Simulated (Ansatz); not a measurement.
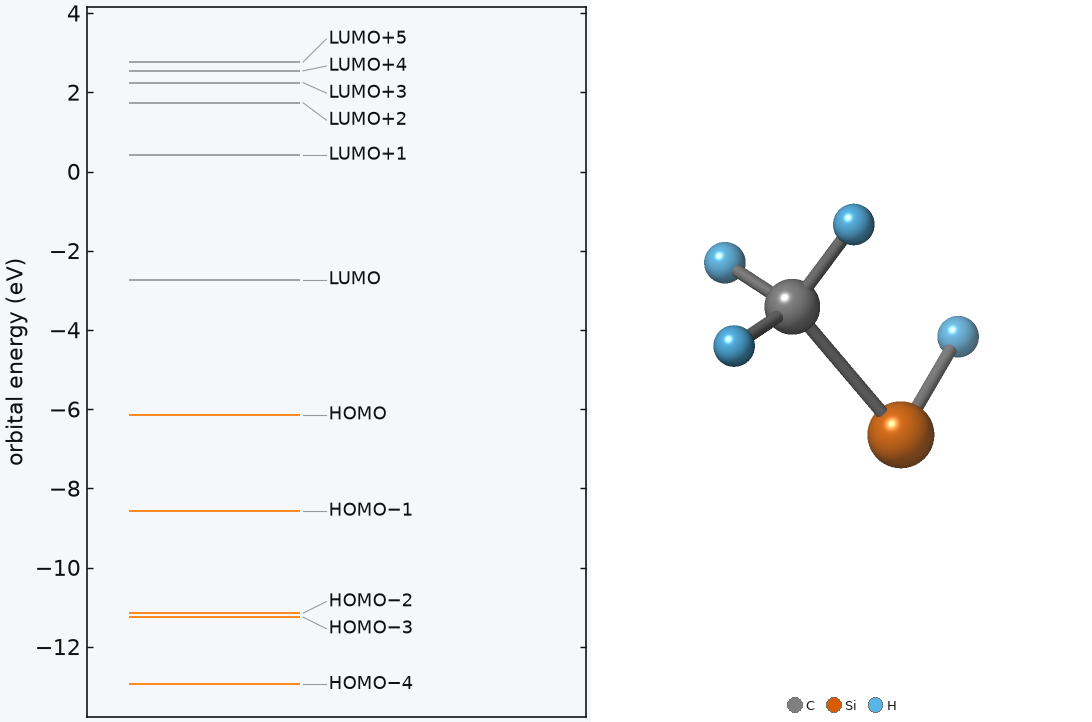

CH₄Si, SMILES C[SiH]. Kohn-Sham orbital energies near the frontier, B3LYP/def2-TZVPP, the Ansatz code, at a PBE0-D4/def2-TZVP geometry (a minimum by its frequencies), isolated molecule; empty levels in grey, levels within 0.03 eV side by side.

Where do the frontier orbitals lie?

HOMO at −6.14 eV, LUMO at −2.73 eV, 3.41 eV apart.

List the levels.

```
orbital  energy (eV)
 LUMO+5         2.77
 LUMO+4         2.54
 LUMO+3         2.25
 LUMO+2         1.74
 LUMO+1         0.42
   LUMO        −2.73
   HOMO        −6.14
 HOMO−1        −8.57
 HOMO−2       −11.15
 HOMO−3       −11.25
 HOMO−4       −12.95
```

Note: empty levels above zero depend strongly on the basis.
